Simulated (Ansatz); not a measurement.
# SiSe (SMILES [Si][Se]): PBE0/STO-3G

Aim: the energy change on altering one bond length of SiSe at PBE0/STO-3G, from 2 runs. 

The results are computed with Ansatz 0.2.0.

53 further runs of the same task are left out: 13 that didn't finish, 40 set aside as unsound or not needed.

### 1 The structure to begin with

SiSe has 2 atoms, charge 0, and is taken as a singlet. SMILES: `[Si][Se]`. The shape is that of a PBE0-D4/def2-TZVP optimisation.

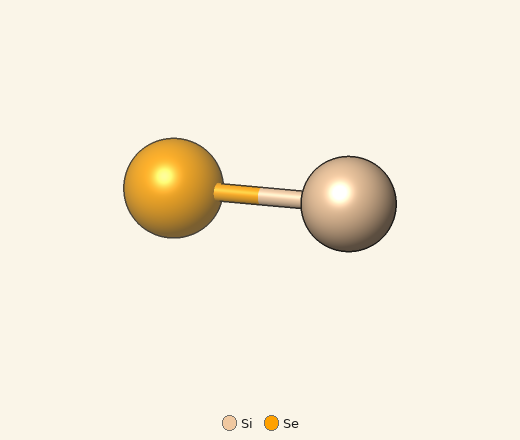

Viewed from a chosen angle; silicon light orange, selenium orange.

### 2 The energy at PBE0/STO-3G

Input file job.yaml:

```yaml
crystal:
  periodic: [false, false, false]
  atoms:
    - {symbol: Si, position_ang: [0.000000, 0.000000, 0.031440]}
    - {symbol: Se, position_ang: [-0.000000, -0.000000, 2.093090]}
basis:
  gaussian:
    orbitals: STO-3G
accuracy: high
hamiltonian:
  xc: pbe0
```

The run is started by

```bash
$ ansatz run job.yaml --threads 1 --pin off --max-ram 3480MiB --events-out events.jsonl --progress --plain --runs-dir runs
```

Log:

```text
Warning: RAYON_NUM_THREADS=1 ignored (pool sized by the plan → 1); use --threads N
Functional definition: PBE0
  name "PBE0"
  parameter a = 0.25
  parameter kappa = 0.804
  parameter beta = 0.06672455060314922
  exchange = (1 - a)*pbe_x(kappa = kappa, mu = beta*pi^2/3) + a*exact_x
  correlation = pbe_c(beta = beta)
372 factors; integrals over basis functions are off by at most 7.3e-9 eV
mean field evaluation 1: about -72396.7530 eV, gradient 2.5e1 eV
mean field evaluation 2: about -72358.9794 eV, gradient 9.3e1 eV
mean field evaluation 4: about -72400.5372 eV, gradient 1.0e0 eV
mean field evaluation 8: about -72400.5338 eV, gradient 5.6e-2 eV
mean field -72400.53376972 eV, -2660.6705411927 hartree, gradient 9.7e-8 eV, S^2 0.000000; 0 other end points of the search recorded, 0 dependent functions left out
reference -72400.53377085 eV, -2660.6705412343 hartree; 24, 24 occupied and 3, 3 virtual orbitals, 372 factors
Total energy: -72400.53377085 eV, -2660.6705412343 hartree
```

Run time: 0.94 s. Hardware: 1 thread of Arm Neoverse V1, shared host; peak memory 0.089 GiB.

### 3 The distorted shape at the same level

Input file molecule.yaml:

```yaml
crystal:
  periodic: [false, false, false]
  atoms:
    - {symbol: Si, position_ang: [0.000000, 0.000000, -0.484010]}
    - {symbol: Se, position_ang: [-0.000000, -0.000000, 2.093090]}
basis:
  gaussian: {orbitals: STO-3G}
hamiltonian: {xc: pbe0}
accuracy: high
```

The run is started by

```bash
$ ansatz run molecule.yaml --threads 1 --pin off --max-ram 3480MiB --events-out events.jsonl --progress --plain --runs-dir runs
```

Log, shortened:

```text
Warning: RAYON_NUM_THREADS=1 ignored (pool sized by the plan → 1); use --threads N
[... 7 set-up lines as earlier in the session ...]
355 factors; integrals over basis functions are off by at most 1.2e-8 eV
mean field evaluation 1: about -72388.2866 eV, gradient 3.1e1 eV
mean field evaluation 2: about -72287.4368 eV, gradient 8.0e1 eV
mean field evaluation 4: about -72390.3832 eV, gradient 2.9e1 eV
mean field evaluation 8: about -72395.5435 eV, gradient 1.9e1 eV
mean field evaluation 16: about -72397.7959 eV, gradient 1.8e-8 eV
mean field -72397.79590243 eV, -2660.5699264258 hartree, gradient 6.8e-8 eV, S^2 0.000000; 0 other end points of the search recorded, 0 dependent functions left out
reference -72397.79590363 eV, -2660.5699264697 hartree; 24, 24 occupied and 3, 3 virtual orbitals, 355 factors
Total energy: -72397.79590363 eV, -2660.5699264697 hartree
```

Run time: 1.2 s. Hardware: 1 thread of Arm Neoverse V1, shared host.

### 4 Outcome

At PBE0/STO-3G:

```
                                                           quantity           value
                                          first shape: total energy  -2660.67054 Eh
                                      distorted shape: total energy  -2660.56993 Eh
energy change with the Si1–Se2 bond stretched from 2.062 to 2.577 Å        2.738 eV
```

**Reading.** With the Si1–Se2 bond stretched from 2.062 to 2.577 Å the energy rises by 2.74 eV (63 kcal/mol). The first shape isn't relaxed at this level, so the change isn't measured from a minimum. The minimal basis adds a large error of its own.
